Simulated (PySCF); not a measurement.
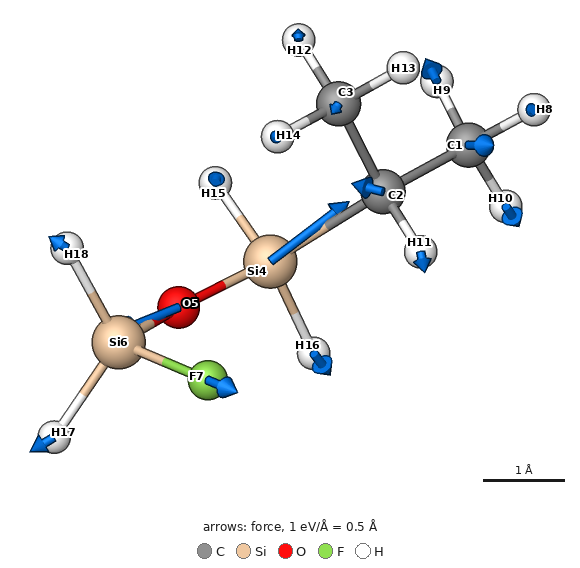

Starting geometry of C$_{3}$H$_{11}$FOSi$_{2}$ with the computed forces as blue arrows. A ball-and-stick model, seen from a free direction.

The start comes from GFN2-xTB. Its atoms were then displaced at random by about 0.01 Å.

Method: PySCF 2.14.0, density-fitted response routines, PBE0-D3(BJ)/def2-SVP geometry optimisation, gas phase. 

### Is this structure relaxed? If not, where do the atoms go?

It isn't relaxed: the largest force vector, on Si4, is 2.50 eV/Å. The final displacements have little in common with the starting forces (cosine between the two patterns −0.03). The largest move after the best rigid fit is that of F7, 1.17 Å. By element the largest moves are F 1.17 Å, H 1.14 Å, C 0.19 Å, Si 0.12 Å, O 0.03 Å. Near-neighbour distances that change, for instance: Si4–O5 1.593 → 1.667 Å, C2–Si4 1.931 → 1.882 Å, Si4–H16 1.449 → 1.494 Å, Si6–H17 1.452 → 1.484 Å. Among the angles between lasting bonds that change: H17–Si6–H18 119.3° → 112.8°, H15–Si4–H16 113.2° → 109.2°, O5–Si6–H17 107.3° → 110.1°. Groups turn about O5–Si6 by about 35°. After 20 geometry steps the energy has fallen by 0.314 eV. The run took 4.4 min on 1 thread of Arm Neoverse V1, on a shared host.
